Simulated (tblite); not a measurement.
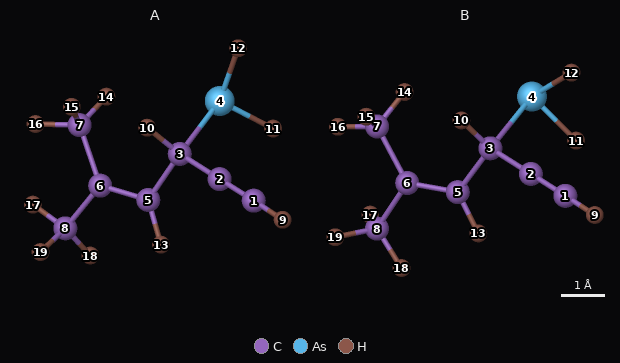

Two geometries of C7H11As, drawn at one scale. One is the start of a relaxation, the other its converged end. The picture is a ball-and-stick view, seen at a tilt.

Method: GFN2-xTB geometry optimisation, gas phase in tblite. 

Which geometry has the lower energy?

Answer. Structure B is the relaxed one. The largest move after the best rigid fit is that of H17, 0.82 Å. By element the largest moves are H 0.82 Å, C 0.33 Å, As 0.15 Å. Some distances before and after: As4–H12 1.569 → 1.503 Å, C3–As4 1.973 → 2.032 Å, As4–H11 1.547 → 1.498 Å, C1–C2 1.238 → 1.199 Å. Among the angles between lasting bonds that change: H11–As4–H12 109.7° → 89.5°, C3–As4–H11 112.2° → 93.8°, C3–As4–H12 106.4° → 93.9°. Groups turn about C6–C8 by about 50°. After 97 geometry steps the energy has fallen by 28.3 kcal/mol.
